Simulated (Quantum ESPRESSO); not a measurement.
# Ag (Fm-3m): coupling and resistivity with EPW, part 2 of 2

How strongly do phonons scatter the electrons of Ag (Fm-3m), and how dense must the meshes be?

Quantum ESPRESSO 7.5; DFT PBE, scalar-relativistic, plane waves, PseudoDojo 0.4.1 norm-conserving pseudopotentials.

So far, coupling constant λ: step 8 (coupling and Tc: fine k 20×20×20, q 10×10×10, width 0.15 eV, window 0.61 eV) 0.130; step 13 (coupling and Tc: fine k 32×32×32, q 16×16×16, width 0.1 eV, window 0.41 eV (run …) 0.170. Also resistivity at 300 K (μΩ cm): step 9 (resistivity: fine k 24×24×24, q 12×12×12, adaptive width …) 1.71; step 11 (fine q mesh 16×16×16, fine mesh 32×32×32) 1.67.

## (14) Resistivity: fine k 40×40×40, q 20×20×20, adaptive width, window 0.32 eV

bte-3.in

```
--
 &inputepw
    prefix='x',
    outdir='./tmp',
    dvscf_dir='./save',
    elph=.true.,
    etf_mem=1,
    nbndsub=9,
    bands_skipped='exclude_bands = 1-4',
    use_ws=.true.,
    vme='wannier',
    asr_typ='crystal',
    nk1=8,
    nk2=8,
    nk3=8,
    nq1=4,
    nq2=4,
    nq3=4,
    amass(1)=107.8682,
    epwwrite=.false.,
    epwread=.true.,
    wannierize=.false.,
    nkf1=40,
    nkf2=40,
    nkf3=40,
    nqf1=20,
    nqf2=20,
    nqf3=20,
    mp_mesh_k=.true.,
    scattering=.true.,
    iterative_bte=.true.,
    epmatkqread=.false.,
    assume_metal=.true.,
    int_mob=.false.,
    carrier=.false.,
    ngaussw=-99,
    mob_maxiter=200,
    broyden_beta=0.7,
    fsthick=0.32,
    degaussw=0.0,
    nstemp=6,
    temps=150 200 273 300 400 500,
    restart=.false.,
    selecqread=.false.,
 /
```

Launch:

```bash
> OMP_NUM_THREADS=1 mpirun -n 8 epw.x -nk 8 -in bte-3.in > bte-3.out
```

Run time: 30 min. Hardware: 8 MPI ranks of Arm Neoverse N1, shared host.

This step gave:

```yaml
iterations: 25
resistivity_at_300_k: 1.622 μΩ cm
```

Resistivity, by row:

```
T (K)  rho_xx (μΩ cm)  rho_yy  rho_zz  relaxation-time approximation, mean of the axes (μΩ cm)
  150          0.7946  0.7946  0.7946                                                   0.8667
  200            1.06    1.06    1.06                                                    1.154
  273           1.468   1.468   1.468                                                    1.595
  300           1.622   1.622   1.622                                                    1.763
  400           2.205   2.205   2.205                                                    2.394
  500           2.801   2.801   2.801                                                    3.038
```

ρ(300 K) = 1.62 μΩ cm, against 1.67 before (-3 %); the relaxation-time start gave 1.76. The largest adaptive width printed is 0.33 eV, against a window of 0.32 eV outside which no state is counted.

## (15) Coupling and Tc: fine k 32×32×32, q 16×16×16, width 0.05 eV, window 0.3 eV

The sum is repeated with other delta width and window to test it.

a2f-3.in

```
--
 &inputepw
    prefix='x',
    outdir='./tmp',
    dvscf_dir='./save',
    elph=.true.,
    etf_mem=1,
    nbndsub=9,
    bands_skipped='exclude_bands = 1-4',
    use_ws=.true.,
    vme='wannier',
    asr_typ='crystal',
    nk1=8,
    nk2=8,
    nk3=8,
    nq1=4,
    nq2=4,
    nq3=4,
    amass(1)=107.8682,
    epwwrite=.false.,
    epwread=.true.,
    wannierize=.false.,
    nkf1=32,
    nkf2=32,
    nkf3=32,
    nqf1=16,
    nqf2=16,
    nqf3=16,
    mp_mesh_k=.true.,
    ephwrite=.true.,
    eliashberg=.true.,
    liso=.true.,
    limag=.true.,
    tc_linear=.true.,
    tc_linear_solver='lapack',
    fsthick=0.3,
    degaussw=0.05,
    degaussq=0.5,
    nqstep=500,
    muc=0.13,
    wscut=0.3,
    nsiter=500,
    nstemp=7,
    temps=0.5 1.0 2.0 4.0 8.0 16.0 32.0,
 /
```

Launch:

```bash
> OMP_NUM_THREADS=1 mpirun -n 8 epw.x -nk 8 -in a2f-3.in > a2f-3.out
```

The job ended after 16 min (8 MPI ranks).

The run ended with an error.

The program's message: “Error in routine estimate_tc_gap (1): initial guess for gap edge should be > 0.d0”

## (16) Coupling and Tc: fine k 32×32×32, q 16×16×16, width 0.05 eV, window 0.3 eV (run 2)

a2f-3b.in, as its differences from a2f-3.in of step 15:

```diff
@@ -5,3 +5,3 @@
     dvscf_dir='./save',
-    elph=.true.,
+    elph=.false.,
     etf_mem=1,
@@ -29,3 +29,4 @@
     mp_mesh_k=.true.,
-    ephwrite=.true.,
+    ephwrite=.false.,
+    ep_coupling=.false.,
     eliashberg=.true.,
@@ -39,3 +40,3 @@
     nqstep=500,
-    muc=0.13,
+    muc=0.0,
     wscut=0.3,
```

Launch:

```bash
> OMP_NUM_THREADS=1 mpirun -n 8 epw.x -nk 8 -in a2f-3b.in > a2f-3b.out
```

The job ended after 74 s (8 MPI ranks; 9.2 min of CPU time).

This step gave:

```
coupling constant λ                  : 0.1739
log mean phonon energy ħω_log        : 12.58 meV
density of states at the Fermi level : 0.1401 states/eV a spin and cell
```

The a2F by phonon energy; read off at these points:

```
phonon energy (meV)      a2F
                1.0   1.5e-4
                2.0   4.0e-4
                3.0  0.00261
                4.0  0.00936
                5.0  0.00273
                6.0  0.00727
                7.0   0.0159
                8.0   0.0232
                9.0   0.0389
               10.0   0.0658
               11.0   0.0734
               12.0    0.109
               12.8    0.143
               13.0    0.135
               14.0   0.0752
               15.0   0.0598
               16.0   0.0516
               17.0    0.179
               17.7    0.251
               18.0    0.237
               19.0   0.0788
               20.0  0.00504
               21.0        0
```

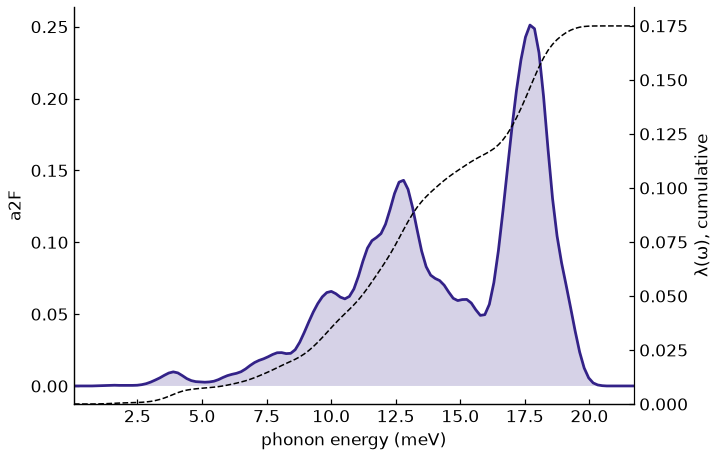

A2F against phonon energy. The dashed line is the running λ.

λ = 0.174 and ħω_log = 12.6 meV, against 0.170 and 12.0 with fine k 32×32×32, q 16×16×16, width 0.1 eV (+2 % in λ).

## (17) What came out

| Item | Value |
| --- | --- |
| Wannier functions, band error | 9 functions; 14 meV r.m.s. |
| coupling constant λ, fine k 32×32×32, q 16×16×16, width 0.1 eV, window 0.41 eV | 0.170 |
| ħω_log | 12.0 meV |
| Tc at μ* = 0.13, Allen–Dynes | under 1 mK |
| resistivity at 300 K, 24×24×24 | 1.71 μΩ cm |
| resistivity at 300 K, 32×32×32 | 1.67 μΩ cm |
| resistivity at 300 K, 40×40×40 | 1.62 μΩ cm |

**Reading.** Step 13: Distinct peaks of the a2F stand at 12.28 and 17.70 meV; the one at 17.7 meV is strongest. Step 16: The coupling constant from the curve is λ = 0.17; modes below 13.2 meV give half. Step 16: The most distinct maxima of the a2F lie at 12.80 and 17.70 meV, the highest at 17.7 meV. On the finest meshes run, Ag (Fm-3m) has λ = 0.17 and a phonon-limited resistivity of 1.62 μΩ cm at 300 K. The last refinement of the mesh moved the resistivity by 3 %. On the finest mesh the adaptive width still reaches 0.33 eV against a window of 0.32 eV; the window, which cuts off final states, was not widened. N(E_F) runs from 0.097 to 0.16 states/eV a spin over these sums; λ is quoted for fine k 32×32×32, q 16×16×16, width 0.1 eV, and it is not converged. The relaxed volume lies +4.4 % from the database entry, which shifts the phonons and with them λ and ρ. Over the sums on sound settings, λ spans 0.130 to 0.174. Between 150 and 500 K the resistivity rises by a factor of 3.52, against 3.33 for a straight line through the origin. The rows at 150 K moved by more than 10 % in the last refinement. The Sommerfeld coefficient follows from γ = (π²/3) k_B² N(E_F)(1 + λ), with twice the density of states a spin that EPW reads on the fine mesh at this width. The q mesh of ph.x (4×4×4), the k mesh and smearing of the ground state (12×12×12) and EPW's coarse k mesh (8×8×8) were not varied. Only scattering by harmonic phonons counts; impurities, grain boundaries and thermal expansion are left out, and μ* is typed.

Comparison with the measured values:

| quantity | measured | 24×24×24 | 32×32×32 | 40×40×40 | k 20×20×20, 0.15 eV | k 32×32×32, 0.1 eV | k 32×32×32, 0.05 eV |
| --- | --- | --- | --- | --- | --- | --- | --- |
| resistivity at 300 K (computed: phonon part alone) (μΩ cm) | 1.629 | 1.71 (+4.7 %) | 1.67 (+2.5 %) | 1.62 (-0.4 %) | - | - | - |
| resistivity at 500 K (computed: phonon part alone) (μΩ cm) | 2.87 | 2.82 (-1.6 %) | 2.73 (-4.9 %) | 2.80 (-2.4 %) | - | - | - |
| Sommerfeld coefficient γ (per mole of Ag) (mJ/(mol K²)) | 0.646 | - | - | - | 0.52 (-20.1 %) | 0.89 (+38.4 %) | 0.78 (+20.0 %) |

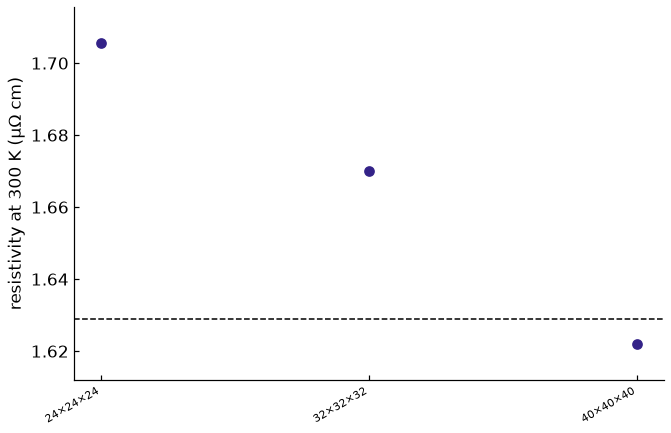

The resistivity at 300 K by level; the dashed line is the measured value.

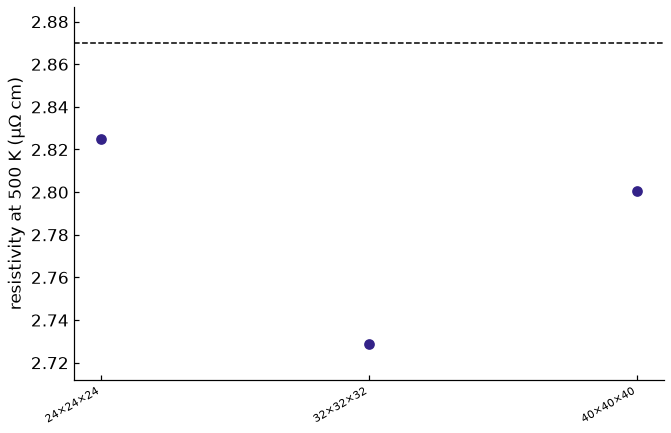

The resistivity at 500 K by level; the dashed line is the measured value.

Measured values from CRC Press, section 12, read from Wikipedia's data page (2003) and C. Kittel, read from Wikipedia's page on electronic specific heat (2005).

Verdict: For the resistivity at 300 K, of the levels listed nearest comes 40×40×40 (-0.4 %, good agreement) and farthest 24×24×24 (+4.7 %, good agreement). For the resistivity at 500 K, of the levels listed nearest comes 24×24×24 (-1.6 %, good agreement) and farthest 32×32×32 (-4.9 %, good agreement). For the Sommerfeld coefficient γ, of the levels listed nearest comes k 32×32×32, 0.05 eV (+20.0 %, fair agreement) and farthest k 32×32×32, 0.1 eV (+38.4 %, a clear miss). Limits of convergence are named above.

[The logs of pw.x and epw.x are selected lines.]

[Logs are printed without paths, hosts, clocks, repeated set-up lines and the standing remarks that a program may print on its own settings, such as how far it seeks lower states.]

[Hosts, paths, dates, database ids (printed as entryN), source tags and the programs' standing remarks are cut or masked in the printed files.]
